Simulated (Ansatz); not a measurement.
**CH7NSi2: a spread of methods and bases**

How do the results and run time of CH7NSi2 respond when the settings are drawn wide?

Program: Ansatz 0.2.0, Gaussian basis. Level of theory: the settings change from run to run. These are calculated values, not measurements.

### Step 1. The geometry

The geometry comes from an earlier relaxation with PBE0-D4 in a triple-zeta def2 set; it is a stationary point, not always the lowest conformer.

SMILES `[SiH3]/C=N\[SiH3]`, 11 atoms, charge 0, spin multiplicity 1.

Atoms are counted from 1 here; the program's logs count them from 0.

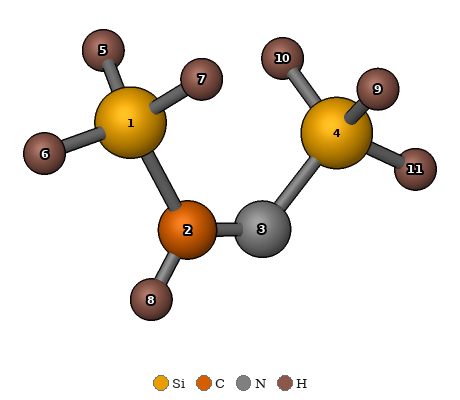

The structure; silicon amber, carbon orange, nitrogen grey, hydrogen brown; atoms are numbered from 1 in the order of the file.

### Step 2. SPW92/ANO-RCC-VTZP

Set apart from the defaults: a grid of angular degree 23, the search for lower states set to light.

The input, in.yaml:

```yaml
crystal:
  periodic: [false, false, false]
  atoms:
    - {symbol: Si, position_ang: [-0.637299, 1.570006, -0.067303]}
    - {symbol: C, position_ang: [-1.245074, -0.215443, 0.236520]}
    - {symbol: N, position_ang: [-0.535785, -1.262772, 0.235207]}
    - {symbol: Si, position_ang: [1.181502, -1.426422, -0.034624]}
    - {symbol: H, position_ang: [-0.042485, 1.652595, -1.426959]}
    - {symbol: H, position_ang: [-1.772199, 2.521370, 0.048333]}
    - {symbol: H, position_ang: [0.409394, 1.901818, 0.934286]}
    - {symbol: H, position_ang: [-2.323244, -0.345959, 0.431064]}
    - {symbol: H, position_ang: [1.951749, -0.655483, 0.981025]}
    - {symbol: H, position_ang: [1.548167, -0.935712, -1.392572]}
    - {symbol: H, position_ang: [1.530575, -2.860997, 0.075522]}
basis:
  gaussian: {orbitals: ANO-RCC-VTZP, final_grid: {core_spheres: 8, valence_spheres: 7, degree: 23}}
hamiltonian: {xc: {name: SPW92}}
scf: {lower_state_search: light}
output: {forces: true}
```

The run is started by

```sh
> ansatz run in.yaml --threads 2 --pin off --events-out ev --progress --plain --max-ram 4352MiB
```

The log of the run (excerpt; [...] marks lines left out):

```text
Functional definition: SPW92
  name "SPW92"
  cite "Dirac, Proc. Camb. Phil. Soc. 26, 376 (1930) doi:10.1017/S0305004100016108"
  cite "Slater, Phys. Rev. 81, 385 (1951) doi:10.1103/PhysRev.81.385"
  cite "Perdew & Wang, Phys. Rev. B 45, 13244 (1992) doi:10.1103/PhysRevB.45.13244"
[...]
1539 factors; their error is unknown
[...]
mean field -18344.23110532 eV, -674.1380589540 hartree, gradient 1.3e-5 eV, S^2 0.000000; 0 other end points of the search recorded, 0 dependent functions left out
[...]
reference -18344.23115868 eV, -674.1380609152 hartree; 24, 24 occupied and 202, 202 virtual orbitals, 1539 factors
Total energy: -18344.23115868 eV, -674.1380609152 hartree
Relativity: scalar
Atom 0 at    -0.637299     1.570006    -0.067303 Å, force    -0.115067    -0.308571     0.055917 eV/Å
Atom 1 at    -1.245074    -0.215443     0.236520 Å, force     0.246420     0.223150    -0.067903 eV/Å
Atom 2 at    -0.535785    -1.262772     0.235207 Å, force     0.139160    -0.095844    -0.011765 eV/Å
Atom 3 at     1.181502    -1.426422    -0.034624 Å, force    -0.215090     0.040019     0.031157 eV/Å
Atom 4 at    -0.042485     1.652595    -1.426959 Å, force     0.084211    -0.007296    -0.153460 eV/Å
Atom 5 at    -1.772199     2.521370     0.048333 Å, force    -0.117364     0.114637     0.009750 eV/Å
Atom 6 at     0.409394     1.901818     0.934286 Å, force     0.137465     0.018437     0.110587 eV/Å
Atom 7 at    -2.323244    -0.345959     0.431064 Å, force    -0.290179    -0.013087     0.050082 eV/Å
Atom 8 at     1.951749    -0.655483     0.981025 Å, force     0.073904     0.109553     0.121338 eV/Å
Atom 9 at     1.548167    -0.935712    -1.392572 Å, force     0.026754     0.075070    -0.158839 eV/Å
Atom 10 at     1.530575    -2.860997     0.075522 Å, force     0.029785    -0.156068     0.013138 eV/Å
Dipole moment:    -0.038032     0.225120    -0.018399 e Å
```

It took 6.5 s on 2 threads of Arm Neoverse V1, shared host; peak memory 0.4 GiB.

Largest force 0.339 eV/Å, dipole 1.10 D.

### Step 3. B3LYP/6-31G

Options: charge -1, multiplicity 2.

Edit in.yaml of step 2 so:

```diff
@@ -15,5 +15,5 @@
 basis:
-  gaussian: {orbitals: ANO-RCC-VTZP, final_grid: {core_spheres: 8, valence_spheres: 7, degree: 23}}
-hamiltonian: {xc: {name: SPW92}}
-scf: {lower_state_search: light}
-output: {forces: true}
+  gaussian: {orbitals: 6-31G}
+total_charge: -1
+magnetization: {spin_polarized: true, initial_magnetization: 1}
+hamiltonian: {xc: {name: B3LYP}}
```

Launched as before.

The log of the run (excerpt; [...] marks lines left out):

```text
Functional definition: B3LYP
  name "B3LYP"
  cite "Stephens, Devlin, Chabalowski & Frisch, J. Phys. Chem. 98, 11623 (1994) doi:10.1021/j100096a001"
  cite "Becke, Phys. Rev. A 38, 3098 (1988) doi:10.1103/PhysRevA.38.3098"
  cite "Lee, Yang & Parr, Phys. Rev. B 37, 785 (1988) doi:10.1103/PhysRevB.37.785"
  cite "Vosko, Wilk & Nusair, Can. J. Phys. 58, 1200 (1980) doi:10.1139/p80-159"
[...]
763 factors; integrals over basis functions are off by at most 2.4e-4 eV
[...]
mean field -18391.80117981 eV, -675.8862269475 hartree, gradient 2.8e-5 eV, S^2 0.751876; 0 other end points of the search recorded, 0 dependent functions left out
reference -18391.80147032 eV, -675.8862376235 hartree; 25, 24 occupied and 33, 34 virtual orbitals, 763 factors
Total energy: -18391.80147032 eV, -675.8862376235 hartree
```

Wall time 2.1 s (2 threads of Arm Neoverse V1, shared host).

⟨S²⟩ 0.752.

### Step 4. r2SCAN0/pcseg-2

Edit in.yaml of step 3 so:

```diff
@@ -15,5 +15,4 @@
 basis:
-  gaussian: {orbitals: 6-31G}
-total_charge: -1
-magnetization: {spin_polarized: true, initial_magnetization: 1}
-hamiltonian: {xc: {name: B3LYP}}
+  gaussian: {orbitals: pcseg-2}
+hamiltonian: {xc: {name: r2SCAN0}}
+output: {forces: true}
```

Same command.

The log of the run (excerpt; [...] marks lines left out):

```text
Functional definition: r2SCAN0
  name "r2SCAN0"
  cite "Bursch, Neugebauer, Ehlert & Grimme, J. Chem. Phys. 156, 134105 (2022) doi:10.1063/5.0086040"
  cite "Furness, Kaplan, Ning, Perdew & Sun, J. Phys. Chem. Lett. 11, 8208 (2020) doi:10.1021/acs.jpclett.0c02405"
  cite "Furness, Kaplan, Ning, Perdew & Sun, J. Phys. Chem. Lett. 11, 9248 (2020) doi:10.1021/acs.jpclett.0c03077"
  parent r2scan
[...]
1266 factors; their error is unknown
[...]
mean field -18393.38934279 eV, -675.9445908604 hartree, gradient 1.6e-5 eV, S^2 0.000000; 0 other end points of the search recorded, 0 dependent functions left out
[...]
reference -18393.38935893 eV, -675.9445914535 hartree; 24, 24 occupied and 202, 202 virtual orbitals, 1266 factors
Total energy: -18393.38935893 eV, -675.9445914535 hartree
Atom 0 at    -0.637299     1.570006    -0.067303 Å, force     0.015897     0.072920    -0.010905 eV/Å
Atom 1 at    -1.245074    -0.215443     0.236520 Å, force     0.028033    -0.173258     0.014235 eV/Å
Atom 2 at    -0.535785    -1.262772     0.235207 Å, force     0.022502     0.225310    -0.027791 eV/Å
Atom 3 at     1.181502    -1.426422    -0.034624 Å, force    -0.062421    -0.032572     0.013502 eV/Å
Atom 4 at    -0.042485     1.652595    -1.426959 Å, force    -0.057410    -0.011219     0.131776 eV/Å
Atom 5 at    -1.772199     2.521370     0.048333 Å, force     0.111720    -0.099926    -0.010640 eV/Å
Atom 6 at     0.409394     1.901818     0.934286 Å, force    -0.100524    -0.035767    -0.097634 eV/Å
Atom 7 at    -2.323244    -0.345959     0.431064 Å, force     0.187207     0.013412    -0.032929 eV/Å
Atom 8 at     1.951749    -0.655483     0.981025 Å, force    -0.080063    -0.071356    -0.101575 eV/Å
Atom 9 at     1.548167    -0.935712    -1.392572 Å, force    -0.038827    -0.041724     0.135864 eV/Å
Atom 10 at     1.530575    -2.860997     0.075522 Å, force    -0.026113     0.154180    -0.013903 eV/Å
Dipole moment:    -0.041495     0.271984    -0.022819 e Å
```

It took 9 s on 2 threads of Arm Neoverse V1, shared host; peak memory 0.58 GiB.

Largest force 0.228 eV/Å, dipole 1.33 D.

### Step 5. CAM-B3LYP/aug-cc-pVDZ

Edit in.yaml of step 4 so:

```diff
@@ -15,4 +15,3 @@
 basis:
-  gaussian: {orbitals: pcseg-2}
-hamiltonian: {xc: {name: r2SCAN0}}
-output: {forces: true}
+  gaussian: {orbitals: aug-cc-pVDZ}
+hamiltonian: {xc: {name: CAM-B3LYP}}
```

Launched as before.

The log of the run (excerpt; [...] marks lines left out):

```text
Functional definition: CAM-B3LYP
  name "CAM-B3LYP"
  cite "Yanai, Tew & Handy, Chem. Phys. Lett. 393, 51 (2004) doi:10.1016/j.cplett.2004.06.011"
  cite "Iikura, Tsuneda, Yanai & Hirao, J. Chem. Phys. 115, 3540 (2001) doi:10.1063/1.1383587"
  cite "Becke, Phys. Rev. A 38, 3098 (1988) doi:10.1103/PhysRevA.38.3098"
  cite "Lee, Yang & Parr, Phys. Rev. B 37, 785 (1988) doi:10.1103/PhysRevB.37.785"
  cite "Vosko, Wilk & Nusair, Can. J. Phys. 58, 1200 (1980) doi:10.1139/p80-159"
[...]
  # Exact exchange under (alpha + beta erf(omega r))/r, Becke's under what is left of 1/r.
[...]
1592 factors; their error is unknown
761 factors; integrals over basis functions are off by at most 6.4e-6 eV
[...]
mean field -18394.20249357 eV, -675.9744736005 hartree, gradient 7.1e-5 eV, S^2 0.000000; 0 other end points of the search recorded, 0 dependent functions left out
reference -18394.20268203 eV, -675.9744805263 hartree; 24, 24 occupied and 139, 139 virtual orbitals, 1592 factors
Total energy: -18394.20268203 eV, -675.9744805263 hartree
```

Run time: 5.5 s. Hardware: 2 threads of Arm Neoverse V1, shared host; peak memory 0.42 GiB.

### Step 6. BLYP/6-31G*

Options: multiplicity 3, a grid of angular degree 11, D4 dispersion, the search for lower states set to light.

Edit in.yaml of step 5 so:

```diff
@@ -15,3 +15,5 @@
 basis:
-  gaussian: {orbitals: aug-cc-pVDZ}
-hamiltonian: {xc: {name: CAM-B3LYP}}
+  gaussian: {orbitals: "6-31G*", final_grid: {core_spheres: 5, valence_spheres: 4, degree: 11}}
+magnetization: {spin_polarized: true, initial_magnetization: 2}
+hamiltonian: {xc: {name: BLYP}, dispersion: d4}
+scf: {lower_state_search: light}
```

Launched as before.

The log of the run:

```text
Functional definition: BLYP
  name "BLYP"
  cite "Becke, Phys. Rev. A 38, 3098 (1988) doi:10.1103/PhysRevA.38.3098"
  cite "Lee, Yang & Parr, Phys. Rev. B 37, 785 (1988) doi:10.1103/PhysRevB.37.785"
  parameter beta = 0.0042
  parameter a = 0.04918
  parameter b = 0.132
  parameter c = 0.2533
  parameter d = 0.349
  exchange = b88_x(beta = beta)
  correlation = lyp_c(a = a, b = b, c = c, d = d)
1067 factors; their error is unknown
mean field evaluation 1: about -18383.1408 eV, gradient 3.8e1 eV
mean field evaluation 2: about -18349.7196 eV, gradient 8.5e1 eV
mean field evaluation 4: about -18389.4096 eV, gradient 1.3e1 eV
mean field evaluation 8: about -18390.2320 eV, gradient 3.0e-1 eV
mean field evaluation 16: about -18390.1444 eV, gradient 1.0e-4 eV
mean field -18390.14439696 eV, -675.8253413006 hartree, gradient 1.6e-5 eV, S^2 2.003288; 0 other end points of the search recorded, 0 dependent functions left out
reference -18390.14466705 eV, -675.8253512262 hartree; 25, 23 occupied and 57, 59 virtual orbitals, 1067 factors
Total energy: -18390.68758230 eV, -675.8453029937 hartree
```

It took 1.1 s on 2 threads of Arm Neoverse V1, shared host.

⟨S²⟩ 2.003.

[end of part 1 of 2]
